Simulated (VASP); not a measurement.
Consider the following.

```
Cu2O
1.0
    4.23395     0.00000     0.00000
    0.00000     4.23395     0.00000
    0.00000     0.00000     4.23395
Cu O
4 2
Direct
  0.75000   0.25000   0.75000
  0.25000   0.75000   0.75000
  0.75000   0.75000   0.25000
  0.25000   0.25000   0.25000
  0.00000   0.00000   0.00000
  0.50000   0.50000   0.50000
```

The numbers are results of PBEsol GGA, VASP's PBE PAW potentials (set 64) (plane waves; VASP), not measurements. Numerical set-up: 520 eV cut-off, 6×6×6 Γ-centred mesh, tetrahedra with Blöchl corrections, potentials Cu O.

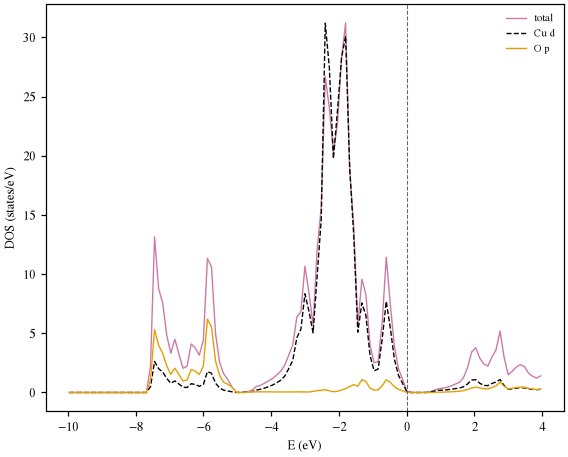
Figure: Total and projected density of states, zero at the valence-band maximum

Within 2 eV below the valence-band maximum the largest weight inside VASP's projection spheres is Cu d.

The gap is direct, 0.55 eV, from the valence maximum at Γ to the conduction minimum at Γ.

The compound is Cu2O in the cuprite structure. It was relaxed first.
